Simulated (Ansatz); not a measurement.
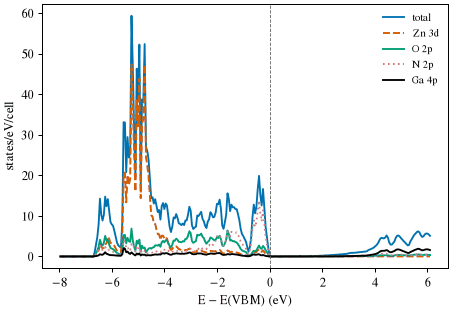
*Total and projected density of states of ZnGaNO in space group Pna2_1 (No. 33; Zn on 4a, Ga on 4a, O on 4a, N on 4a), the program Ansatz at the PBE level (PAW)*

Problem. Which orbitals carry the states next to the gap?

Solution. Top 1 eV of the valence band: N 2p 67 %, O 2p 15 %, Zn 3d 9 %. Bottom 1 eV of the conduction band: Zn 4s 26 %, Ga 4s 19 %, N 2s 18 %, N 2p 13 %, O 2s 10 %, O 2p 7 %. Projections are on Löwdin-orthogonalised atomic valence shells; empty p or d shells of many metals are not among them.

Problem. Where is the tallest occupied peak in this window, and what makes it?

Solution. Near -5.3 eV, about 59 states/eV per cell; the largest projected share is Zn 3d.

The start of the workflow was typed in or built on a structure type; neither database checked (COD, Materials Project) lists it. Whether it is the stable phase at ambient conditions was not checked. The cell was relaxed with PBE under the symmetry of its start; its stability against distortions is not shown here. Spin–orbit coupling is left out wherever it is not named.

Potentials: the earlier of the program's two PAW sets.
